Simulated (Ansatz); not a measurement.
# Computed against measured: atomisation enthalpy at 298 K

8 molecules, all hydrocarbons; the atomisation enthalpy at 298 K in kJ/mol, computed less measured. Shapes, held fixed at every level: PBE0-D4/def2-TZVP. Flexible molecules stand in one conformer, not always the lowest. Thermal terms are harmonic and unscaled (PBE0-D4/def2-TZVP); the spin-orbit lowering of the free atoms is taken from their spectra. Programs: Ansatz 0.2.0. Measured values: Active Thermochemical Tables, CRC Handbook of Chemistry and Physics.

Levels: A = PBE-D4/def2-TZVPP; B = BHLYP-D4/def2-TZVPP; C = B2PLYP/def2-TZVPP; D = CCSD/def2-TZVPP.

```tsv
molecule	from tabulated heats	A	B	C	D
CH4 (methane)	1663	+1	-23	-12	-42
C2H4 (ethylene)	2253	+37	-54	-18	-82
C3H4 (propyne)	2837	+72	-90	-20	-123
C3H4 (allene)	2832	+92	-81	-17	-123
C3H6 (propene)	3438	+63	-78	-29	-123
C4H8 (cyclobutane)	4584	+92	-109	-48	-161
C4H10 (isobutane)	5183	+65	-103	-54	-167
C4H10 (butane)	5173	+68	-99	-51	-164
```

Q: Sum up the errors.

A: 
```json
{"level": "PBE-D4/def2-TZVPP", "kind": "GGA", "mean error": "+61.2", "mean absolute error": "61.2", "worst case": "C3H4 (allene)"}
{"level": "BHLYP-D4/def2-TZVPP", "kind": "global hybrid", "mean error": "-79.6", "mean absolute error": "79.6", "worst case": "C4H8"}
{"level": "B2PLYP/def2-TZVPP", "kind": "double hybrid", "mean error": "-31.1", "mean absolute error": "31.1", "worst case": "C4H10 (isobutane)"}
{"level": "CCSD/def2-TZVPP", "kind": "coupled cluster or CI", "mean error": "-123.1", "mean absolute error": "123.1", "worst case": "C4H10 (isobutane)"}
```

On this set B2PLYP/def2-TZVPP has the smallest mean absolute error and CCSD/def2-TZVPP the largest. PBE-D4/def2-TZVPP is too high in 8 of 8; BHLYP-D4/def2-TZVPP is too low in 8 of 8; B2PLYP/def2-TZVPP is too low in 8 of 8; CCSD/def2-TZVPP is too low in 8 of 8. Heats of the atoms come from ATcT where it has them. For BHLYP-D4/def2-TZVPP and B2PLYP/def2-TZVPP and CCSD/def2-TZVPP the error tends to grow with the atomisation enthalpy. Correlated wave functions converge slowly with the basis. CCSD also lacks the triples, which bind further. The set is small.

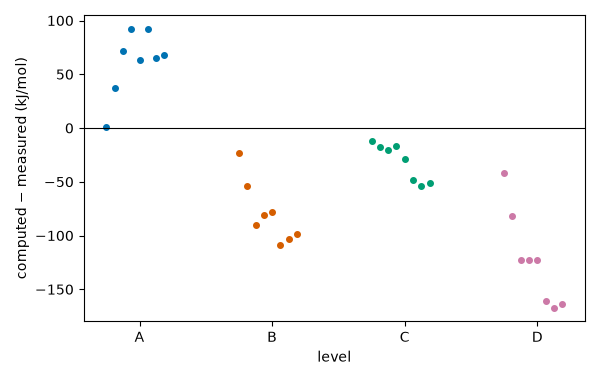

Errors of each level, one point a molecule.
